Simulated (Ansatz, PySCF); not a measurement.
Pulling on the Mg1–O2 bond in MgO (multiplicity 1 held). Energies count from the point at 1.739 Å.


Restricted levels (R-, RO-) in cc, def2 and unpolarised 6-31G sets keep to the state of the molecule at rest. Unrestricted levels (U-) break spin symmetry where that is lower. Levels need not reach the same state.

Rows in 3-21G, 6-31G* carry no dispersion term and start afresh at each structure (6-31G* with six Cartesian d functions).

The values were computed with Ansatz (Gaussian basis) for Hartree–Fock, density functionals and correlated methods; PySCF for 3-21G rows, 6-31G* rows. Each number belongs to the level named beside it.

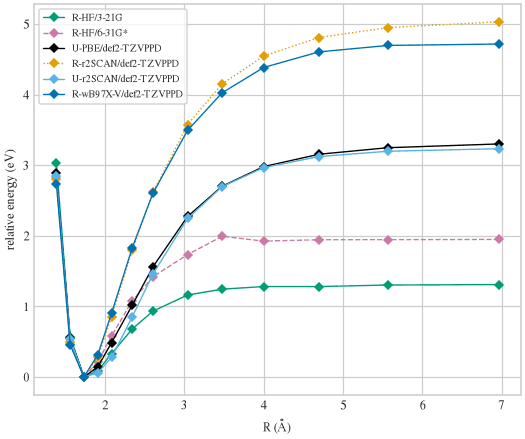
Fig. 1. Relative energy along the coordinate

### Question
Read off the R-HF/3-21G curve at R = 6.958.

### Answer
about 1.3 eV

Doubts at one or more of the structures used: a restricted determinant that unrestricted orbitals would lower (R-HF/3-21G, R-HF/6-31G*, R-r2SCAN/def2-TZVPPD, R-wB97X-V/def2-TZVPPD); a spin-contaminated determinant (U-PBE/def2-TZVPPD, U-r2SCAN/def2-TZVPPD).

Ansatz is a first-principles code.
